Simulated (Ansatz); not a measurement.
# FeRu: moment against volume, part 1 of 2

At what volume does FeRu lose its moments? Methods of the runs shown: LAPW and crystal datasets. Companion runs by PAW are cited. Its runs: free moments (LAPW); volume scaled by 0.7 (LAPW and crystal datasets); volume scaled by 0.7, no spin polarisation (LAPW); volume scaled by 0.82 (LAPW and crystal datasets); volume scaled by 0.88 (LAPW and crystal datasets); volume scaled by 0.94 (LAPW); volume scaled by 1.2 (LAPW).

Computed with Ansatz 0.2.0 (DFT LDA, with the methods named in each step, unless a step's input says otherwise).

### 1 The starting structure

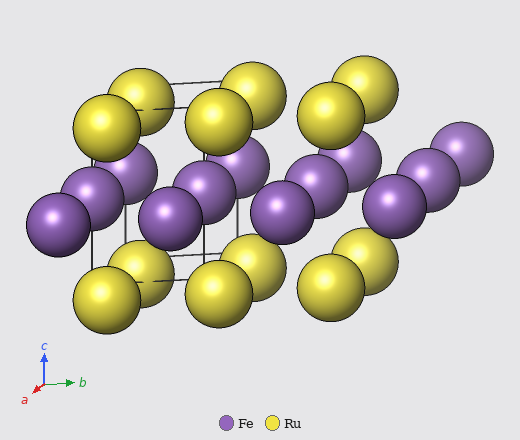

The starting structure, seen slightly off an axis (iron purple, ruthenium yellow). 2×3×1 cells are drawn. Atoms on the faces are drawn again on the opposite ones.

Coordinates:

```cif
data_structure
_symmetry_space_group_name_H-M 'P 1'
_symmetry_Int_Tables_number 1
_cell_length_a 2.6428
_cell_length_b 2.6428
_cell_length_c 4.0702
_cell_angle_alpha 90.000
_cell_angle_beta 90.000
_cell_angle_gamma 120.000
_cell_volume 24.62
loop_
_atom_site_label
_atom_site_type_symbol
_atom_site_fract_x
_atom_site_fract_y
_atom_site_fract_z
_atom_site_occupancy
Fe1 Fe 0.00000 0.00000 0.50000 1
Ru1 Ru 0.66667 0.33333 0.00000 1
```

Atoms are numbered in the order of the input: Fe1, Ru2.

### 2 Free moments, LAPW

The input, input.yaml:

```yaml
crystal:
  lattice:
    - [2.6428014205, 0.0, 0.0]
    - [-1.3214007102, 2.2887331673, 0.0]
    - [0.0, 0.0, 4.070227]
  atoms:
    - { symbol: Fe, position: [0.0, 0.0, 0.5], spin: 3.0 }
    - { symbol: Ru, position: [0.6666666667, 0.3333333333, 0.0], spin: 1.5 }
magnetization:
  spin_polarized: true
kpoints:
  mp_grid: { grid: [12, 12, 7] }
scf:
  occupations: { method: fermi_dirac, width: 0.05 }
hamiltonian:
  xc: lda
  pseudopotentials: { kind: all_electron, lapw: { basis_error: 0.001 } }
output:
  forces: true
  stress: true
  eigenvalues: false
  populations: true
```

The run is started by

```bash
> ansatz run input.yaml --threads 1 --pin off --max-ram 3072MiB --backend cpu --events-out ev --progress --plain --runs-dir out
```

What it wrote, cut to the lines that bear on the results:

```text
settings of this run that can trade accuracy for cost: output.eigenvalues: false. Do not mix this run's numbers with those of runs without the same settings; the input reference describes each key
Fe: projections on atomic orbitals take those of the free atom 1s2 2s2 2p6 3s2 3p6 3d6 4s2, of charge +0.00 (hamiltonian.pseudopotentials.projection_atoms)
Ru: projections on atomic orbitals take those of the free atom 1s2 2s2 2p6 3s2 3p6 3d10 4s2 4p6 4d7 5s1, of charge +0.00 (hamiltonian.pseudopotentials.projection_atoms)
LAPW: plane waves up to 8.854 Å⁻¹, error target 1.0e-3 eV per atom; small_component_spin mean_spin; Fe in spheres of 1.257 Å, 16 of its electrons in bands, Dirac shells []; Ru in spheres of 1.287 Å, 32 of its electrons in bands, Dirac shells []
[...]
Pseudopotentials: kind: all_electron
Pseudopotential: Fe, LAPW, valence charge 16, Koelling and Harmon's equation, gaussian nucleus
Pseudopotential: Ru, LAPW, valence charge 32, Koelling and Harmon's equation, gaussian nucleus
Functional definition: SPW92
[...]
Crystal: 2 atoms, lattice volume = 24.619 Å³
Basis set: ecut = 298.69359442955033 eV, 299 PW (Γ), exchange–correlation at level 2
Bands: 32, of which v1, the nominal top of the filled ones, is band 24 counted from 1 (23 counted from 0)
Symmetry: 12 space group operations
Space group: P-6m2 (ITA 187), of the structure as read, at distance tolerance 2.9e-5 Å
Magnetic group: BNS 187.209 (UNI 1439), of the structure as read, at distance tolerance 2.9e-5 Å
k-points: 76 of 1008 (time reversal used)
[...]
SCF iter  16: F=-157748.465249 eV  HF=-157748.465249 eV  |F-HF|=2.33e-10  |Δ(HF+E_count)|=  2.91e-11  Δρ=2.06e-7 (↑1.84e-7 ↓2.06e-7)  dr2=9.16e-11  dr2_m=3.19e-14  M=-0.000 μB ∫|m|=0.000 μB  ethr=8.50e-12 (applied; sched 1.00e-12)  ⟨swp⟩=2.0  Hψ=13610  notcnv=0
[...]
WARN: the starting moments were not kept: the SCF closed with an absolute magnetisation of 5.1e-6 μB, where they sum to 4.5 μB in size (2 sites). That is at most 0.1 of that sum. Measured as dr2_m measures the in/out step, that magnetisation stands 5.0e-12 eV from none, at or under the [...]
SCF converged after 16 iterations
Magnetization: -0.0000 μB (24.0000 up, 24.0000 down)
Absolute magnetization: 0.0000 μB (∫|ρ↑−ρ↓|)
Spin contamination: 0.0000 ħ² per cell (⟨S²⟩ above its minimum at these occupations)
Per-site moments (μB) at R_I (Å): [(-4.318720559837175e-6, 1.257006208657105), (6.788176278860192e-7, 1.2865778534728276)]
Free energy (F): -157748.465249 eV
[...]
E sigma→0 (E₀):  -157748.456160 eV
Entropy (-TS):   -0.018179 eV (-9.090 meV/atom)
Fermi energy:    22.515080 eV
[...]
--- Forces (eV/Å), atoms counted from 1 ---
  atom   1  Fe     0.00000000    -0.00000000     0.00000000
  atom   2  Ru    -0.00000000     0.00000000     0.00000000
[...]
--- Stress (GPa, compression-positive) ---
      -20.446995       0.000000       0.000000
        0.000000     -20.446995       0.000000
        0.000000       0.000000     -19.802775
  P = ⅓ Tr σ = -20.2323 GPa (-202.323 kbar)
--- Löwdin populations: 2 sites ---
  site symbol       q [e]    m [muB]
     0     Fe     25.6765    -0.0000
     1     Ru     44.0649     0.0000
  spilling = 0.003694 (of n_electrons = 70.000000)
settings of this run that can trade accuracy for cost: output.eigenvalues: false. Do not mix this run's numbers with those of runs without the same settings; the input reference describes each key
```

Run time: 84 s. Hardware: 1 thread of Arm Neoverse V2, shared host; peak memory 0.56 GiB.

Result: total moment 0.00 μB; site moments Fe1 0.00, Ru2 0.00 μB; pressure -20.23 GPa.

### 3 Volume scaled by 0.7, LAPW

input.yaml, as its differences from that of step 2:

```diff
@@ -2,5 +2,5 @@
   lattice:
-    - [2.6428014205, 0.0, 0.0]
-    - [-1.3214007102, 2.2887331673, 0.0]
-    - [0.0, 0.0, 4.070227]
+    - [2.3465539571, 0.0, 0.0]
+    - [-1.1732769785, 2.0321753382, 0.0]
+    - [0.0, 0.0, 3.6139708413]
   atoms:
```

The run is started by

```bash
> ansatz run input.yaml --threads 1 --pin off --max-ram 3072MiB --backend cpu --events-out ev --progress --plain --runs-dir out
```

What it wrote, cut to the lines that bear on the results:

```text
settings of this run that can trade accuracy for cost: output.eigenvalues: false. Do not mix this run's numbers with those of runs without the same settings; the input reference describes each key
Fe: projections on atomic orbitals take those of the free atom 1s2 2s2 2p6 3s2 3p6 3d6 4s2, of charge +0.00 (hamiltonian.pseudopotentials.projection_atoms)
Ru: projections on atomic orbitals take those of the free atom 1s2 2s2 2p6 3s2 3p6 3d10 4s2 4p6 4d7 5s1, of charge +0.00 (hamiltonian.pseudopotentials.projection_atoms)
LAPW: plane waves up to 10.073 Å⁻¹, error target 1.0e-3 eV per atom; small_component_spin mean_spin; Fe in spheres of 1.123 Å, 16 of its electrons in bands, Dirac shells []; Ru in spheres of 1.136 Å, 34 of its electrons in bands, Dirac shells []
[...]
[... 2 set-up lines as earlier in the session ...]
Pseudopotential: Ru, LAPW, valence charge 34, Koelling and Harmon's equation, gaussian nucleus
[... 1 set-up line as earlier in the session ...]
[...]
WARN: the starting moments were not kept: the SCF closed with an absolute magnetisation of 4.2e-7 μB, where they sum to 4.5 μB in size (2 sites). That is at most 0.1 of that sum. Measured as dr2_m measures the in/out step, that magnetisation stands 4.9e-14 eV from none, at or under the [...]
Absolute magnetization: 0.0000 μB (∫|ρ↑−ρ↓|)
Spin contamination: 0.0000 ħ² per cell (⟨S²⟩ above its minimum at these occupations)
Per-site moments (μB) at R_I (Å): [(3.6491702104513024e-7, 1.1225101032046627), (-1.0132975347687534e-8, 1.1359483643402326)]
Free energy (F): -157745.903383 eV
[...]
E sigma→0 (E₀):  -157745.896686 eV
Entropy (-TS):   -0.013395 eV (-6.697 meV/atom)
Fermi energy:    34.223260 eV
[...]
--- Forces (eV/Å), atoms counted from 1 ---
  atom   1  Fe    -0.00000000    -0.00000000     0.00000000
  atom   2  Ru     0.00000000     0.00000000     0.00000000
[...]
--- Stress (GPa, compression-positive) ---
      190.613423       0.000000       0.000000
        0.000000     190.613423       0.000000
        0.000000       0.000000     198.311218
  P = ⅓ Tr σ = 193.1794 GPa (1931.794 kbar)
--- Löwdin populations: 2 sites ---
  site symbol       q [e]    m [muB]
     0     Fe     25.7473     0.0000
     1     Ru     44.0296    -0.0000
  spilling = 0.003187 (of n_electrons = 70.000000)
settings of this run that can trade accuracy for cost: output.eigenvalues: false. Do not mix this run's numbers with those of runs without the same settings; the input reference describes each key
```

It took 77 s on 1 thread of Arm Neoverse V2, shared host; peak memory 0.55 GiB.

Result: total moment 0.00 μB; site moments Fe1 0.00, Ru2 0.00 μB; pressure 193.18 GPa.

### 4 Volume scaled by 0.7, crystal datasets

input.yaml, as its differences from that of step 3:

```diff
@@ -16,3 +16,3 @@
   xc: lda
-  pseudopotentials: { kind: all_electron, lapw: { basis_error: 0.001 } }
+  pseudopotentials: { kind: all_electron, datasets: crystal }
 output:
@@ -21,2 +21 @@
   eigenvalues: false
-  populations: true
```

The run is started by

```bash
> ansatz run input.yaml --threads 1 --pin off --max-ram 3072MiB --backend cpu --events-out ev --progress --plain --runs-dir out
```

What it wrote, cut to the lines that bear on the results:

```text
settings of this run that can trade accuracy for cost: output.eigenvalues: false. Do not mix this run's numbers with those of runs without the same settings; the input reference describes each key
[...]
[... 1 set-up line as earlier in the session ...]
Pseudopotential: Fe, paw, valence charge 16, recommended cutoff 420 eV (normal), Koelling and Harmon's equation, gaussian nucleus
Pseudopotential: Ru, paw, valence charge 16, recommended cutoff 420 eV (normal), Koelling and Harmon's equation, gaussian nucleus
[... 1 set-up line as earlier in the session ...]
[...]
a search for the magnetic state begins, with frozen cores and fixed partial waves. It gives no result and prints no iterations
the search for the magnetic state of this step took 12 SCF iterations with frozen cores. It stayed in its first state, in which the spheres begin
Crystal: 2 atoms, lattice volume = 17.234 Å³
Basis set: ecut = 420 eV, 313 PW (Γ)
Bands: 23, of which v1, the nominal top of the filled ones, is band 16 counted from 1 (15 counted from 0)
[...]
WARN: the starting moments were not kept: the SCF closed with an absolute magnetisation of 5.2e-7 μB, where they sum to 4.5 μB in size (2 sites). That is at most 0.1 of that sum. Measured as dr2_m measures the in/out step, that magnetisation stands 4.1e-13 eV from none, at or under the [...]
By the cutoff:   a pressure is off by up to 0.010 GPa (1.2 times the spheres' own share and the shells' term, over an atom's volume, and 0.004 GPa: a bound that held against runs at twice the plane waves)
Past the cutoffs: a stress includes 0.0038 GPa for waves and charges beyond them, in addition to the slope of what the spheres take
In the spheres:  the bands' charges fall short by 3.3e-7 e at most (sound up to 1e-3)
Fermi energy:    34.223335 eV
[...]
  The terms above E_closure are by the made datasets' own strengths, without shells solved beside the bands.
--- Forces (eV/Å), atoms counted from 1 ---
  atom   1  Fe    -0.00000000    -0.00000000     0.00000000
  atom   2  Ru     0.00000000     0.00000000     0.00000000
[...]
--- Stress (GPa, compression-positive) ---
      190.615986      -0.000000       0.000000
       -0.000000     190.615986       0.000000
        0.000000       0.000000     198.312581
  P = ⅓ Tr σ = 193.1815 GPa (1931.815 kbar)
settings of this run that can trade accuracy for cost: output.eigenvalues: false. Do not mix this run's numbers with those of runs without the same settings; the input reference describes each key
```

Wall time 34 s (1 thread of Arm Neoverse V2, shared host); peak memory 0.94 GiB.

Result: total moment 0.00 μB; site moments Fe1 0.00, Ru2 0.00 μB; pressure 193.18 GPa.

### 5 Volume scaled by 0.7, no spin polarisation, LAPW

The input, input.yaml:

```yaml
crystal:
  lattice:
    - [2.3465539571, 0.0, 0.0]
    - [-1.1732769785, 2.0321753382, 0.0]
    - [0.0, 0.0, 3.6139708413]
  atoms:
    - { symbol: Fe, position: [0.0, 0.0, 0.5] }
    - { symbol: Ru, position: [0.6666666667, 0.3333333333, 0.0] }
kpoints:
  mp_grid: { grid: [12, 12, 7] }
scf:
  occupations: { method: fermi_dirac, width: 0.05 }
hamiltonian:
  xc: lda
  pseudopotentials: { kind: all_electron, lapw: { basis_error: 0.001 } }
output:
  forces: true
  stress: true
  eigenvalues: false
```

The run is started by

```bash
> ansatz run input.yaml --threads 1 --pin off --max-ram 3072MiB --backend cpu --events-out ev --progress --plain --runs-dir out
```

What it wrote, cut to the lines that bear on the results:

```text
settings of this run that can trade accuracy for cost: output.eigenvalues: false. Do not mix this run's numbers with those of runs without the same settings; the input reference describes each key
LAPW: plane waves up to 10.073 Å⁻¹, error target 1.0e-3 eV per atom; small_component_spin mean_spin; Fe in spheres of 1.123 Å, 16 of its electrons in bands, Dirac shells []; Ru in spheres of 1.136 Å, 34 of its electrons in bands, Dirac shells []
[...]
[... 4 set-up lines as earlier in the session ...]
[...]
Crystal: 2 atoms, lattice volume = 17.234 Å³
Basis set: ecut = 386.57730436780895 eV, 299 PW (Γ), exchange–correlation at level 2
[...]
the basis was enlarged: its passes take 38.2 KiB over the memory plan, 1 of 1 planned eigensolver slots
[...]
SCF iter   9: F=-157745.903380 eV  HF=-157745.903380 eV  |F-HF|=1.08e-7  |Δ(HF+E_count)|=   2.46e-7  Δρ=1.30e-5  dr2=5.76e-8  ethr=5.21e-10  ⟨swp⟩=2.1  Hψ=6731  notcnv=0
[...]
SCF converged after 9 iterations
Free energy (F): -157745.903380 eV
[...]
E sigma→0 (E₀):  -157745.896683 eV
Entropy (-TS):   -0.013394 eV (-6.697 meV/atom)
Fermi energy:    34.223208 eV
[...]
--- Forces (eV/Å), atoms counted from 1 ---
  atom   1  Fe     0.00000000    -0.00000000     0.00000000
  atom   2  Ru    -0.00000000     0.00000000     0.00000000
[...]
--- Stress (GPa, compression-positive) ---
      190.613812      -0.000000       0.000000
       -0.000000     190.613812       0.000000
        0.000000       0.000000     198.305789
  P = ⅓ Tr σ = 193.1778 GPa (1931.778 kbar)
settings of this run that can trade accuracy for cost: output.eigenvalues: false. Do not mix this run's numbers with those of runs without the same settings; the input reference describes each key
```

Wall time 25 s (1 thread of Arm Neoverse V2, shared host); peak memory 0.39 GiB.

In short: pressure 193.18 GPa.

### 6 Volume scaled by 0.82, LAPW

The input, input.yaml:

```yaml
crystal:
  lattice:
    - [2.4736361305, 0.0, 0.0]
    - [-1.2368180653, 2.1422317288, 0.0]
    - [0.0, 0.0, 3.8096924304]
  atoms:
    - { symbol: Fe, position: [0.0, 0.0, 0.5], spin: 3.0 }
    - { symbol: Ru, position: [0.6666666667, 0.3333333333, 0.0], spin: 1.5 }
magnetization:
  spin_polarized: true
kpoints:
  mp_grid: { grid: [12, 12, 7] }
scf:
  occupations: { method: fermi_dirac, width: 0.05 }
hamiltonian:
  xc: lda
  pseudopotentials: { kind: all_electron, lapw: { basis_error: 0.001 } }
output:
  forces: true
  stress: true
  eigenvalues: false
  populations: true
```

The run is started by

```bash
> ansatz run input.yaml --threads 1 --pin off --max-ram 3072MiB --backend cpu --events-out ev --progress --plain --runs-dir out
```

What it wrote, cut to the lines that bear on the results:

```text
settings of this run that can trade accuracy for cost: output.eigenvalues: false. Do not mix this run's numbers with those of runs without the same settings; the input reference describes each key
Fe: projections on atomic orbitals take those of the free atom 1s2 2s2 2p6 3s2 3p6 3d6 4s2, of charge +0.00 (hamiltonian.pseudopotentials.projection_atoms)
Ru: projections on atomic orbitals take those of the free atom 1s2 2s2 2p6 3s2 3p6 3d10 4s2 4p6 4d7 5s1, of charge +0.00 (hamiltonian.pseudopotentials.projection_atoms)
LAPW: plane waves up to 9.519 Å⁻¹, error target 1.0e-3 eV per atom; small_component_spin mean_spin; Fe in spheres of 1.180 Å, 16 of its electrons in bands, Dirac shells []; Ru in spheres of 1.201 Å, 32 of its electrons in bands, Dirac shells []
[...]
[... 4 set-up lines as earlier in the session ...]
[...]
WARN: the starting moments were not kept: the SCF closed with an absolute magnetisation of 2.4e-6 μB, where they sum to 4.5 μB in size (2 sites). That is at most 0.1 of that sum. Measured as dr2_m measures the in/out step, that magnetisation stands 1.4e-12 eV from none, at or under the [...]
Magnetization: -0.0000 μB (24.0000 up, 24.0000 down)
Absolute magnetization: 0.0000 μB (∫|ρ↑−ρ↓|)
Spin contamination: 0.0000 ħ² per cell (⟨S²⟩ above its minimum at these occupations)
Per-site moments (μB) at R_I (Å): [(-2.1067191191548318e-6, 1.1800922554736057), (2.554862525983026e-7, 1.2006774037073624)]
Free energy (F): -157748.099187 eV
[...]
E sigma→0 (E₀):  -157748.091903 eV
Entropy (-TS):   -0.014568 eV (-7.284 meV/atom)
Fermi energy:    28.543307 eV
[...]
--- Forces (eV/Å), atoms counted from 1 ---
  atom   1  Fe    -0.00000000     0.00000000    -0.00000000
  atom   2  Ru     0.00000000    -0.00000000     0.00000000
[...]
--- Stress (GPa, compression-positive) ---
       59.984467       0.000000      -0.000000
        0.000000      59.984467       0.000000
       -0.000000       0.000000      63.674134
  P = ⅓ Tr σ = 61.2144 GPa (612.144 kbar)
--- Löwdin populations: 2 sites ---
  site symbol       q [e]    m [muB]
     0     Fe     25.7113    -0.0000
     1     Ru     44.0482     0.0000
  spilling = 0.003436 (of n_electrons = 70.000000)
settings of this run that can trade accuracy for cost: output.eigenvalues: false. Do not mix this run's numbers with those of runs without the same settings; the input reference describes each key
```

Wall time 74 s (1 thread of Arm Neoverse V2, shared host); peak memory 0.55 GiB.

Read from it: total moment 0.00 μB; site moments Fe1 0.00, Ru2 0.00 μB; pressure 61.21 GPa.

### 7 Volume scaled by 0.82, crystal datasets

input.yaml, as its differences from that of step 6:

```diff
@@ -16,3 +16,3 @@
   xc: lda
-  pseudopotentials: { kind: all_electron, lapw: { basis_error: 0.001 } }
+  pseudopotentials: { kind: all_electron, datasets: crystal }
 output:
@@ -21,2 +21 @@
   eigenvalues: false
-  populations: true
```

The run is started by

```bash
> ansatz run input.yaml --threads 1 --pin off --max-ram 3072MiB --backend cpu --events-out ev --progress --plain --runs-dir out
```

What it wrote, cut to the lines that bear on the results:

```text
settings of this run that can trade accuracy for cost: output.eigenvalues: false. Do not mix this run's numbers with those of runs without the same settings; the input reference describes each key
[...]
[... 1 set-up line as earlier in the session ...]
Pseudopotential: Fe, paw, valence charge 16, recommended cutoff 380 eV (normal), Koelling and Harmon's equation, gaussian nucleus
Pseudopotential: Ru, paw, valence charge 16, recommended cutoff 380 eV (normal), Koelling and Harmon's equation, gaussian nucleus
[... 1 set-up line as earlier in the session ...]
[...]
a search for the magnetic state begins, with frozen cores and fixed partial waves. It gives no result and prints no iterations
the search for the magnetic state of this step took 16 SCF iterations with frozen cores. It stayed in its first state, in which the spheres begin
Crystal: 2 atoms, lattice volume = 20.188 Å³
Basis set: ecut = 380 eV, 313 PW (Γ)
Bands: 23, of which v1, the nominal top of the filled ones, is band 16 counted from 1 (15 counted from 0)
[...]
WARN: the starting moments were not kept: the SCF closed with an absolute magnetisation of 2.3e-7 μB, where they sum to 4.5 μB in size (2 sites). That is at most 0.1 of that sum. Measured as dr2_m measures the in/out step, that magnetisation stands 6.6e-14 eV from none, at or under the [...]
By the cutoff:   a pressure is off by up to 0.008 GPa (1.2 times the spheres' own share and the shells' term, over an atom's volume, and 0.004 GPa: a bound that held against runs at twice the plane waves)
Past the cutoffs: a stress includes 0.0031 GPa for waves and charges beyond them, in addition to the slope of what the spheres take
In the spheres:  the bands' charges fall short by 4.2e-7 e at most (sound up to 1e-3)
Fermi energy:    28.543307 eV
[...]
  The terms above E_closure are by the made datasets' own strengths, without shells solved beside the bands.
--- Forces (eV/Å), atoms counted from 1 ---
  atom   1  Fe    -0.00000000     0.00000000    -0.00000000
  atom   2  Ru    -0.00000000    -0.00000000     0.00000000
[...]
--- Stress (GPa, compression-positive) ---
       59.987170       0.000000      -0.000000
        0.000000      59.987170       0.000000
       -0.000000       0.000000      63.672117
  P = ⅓ Tr σ = 61.2155 GPa (612.155 kbar)
settings of this run that can trade accuracy for cost: output.eigenvalues: false. Do not mix this run's numbers with those of runs without the same settings; the input reference describes each key
```

It took 36 s on 1 thread of Arm Neoverse V2, shared host; peak memory 0.88 GiB.

Read from it: total moment 0.00 μB; site moments Fe1 0.00, Ru2 0.00 μB; pressure 61.22 GPa.

(Continued in part 2 of 2.)
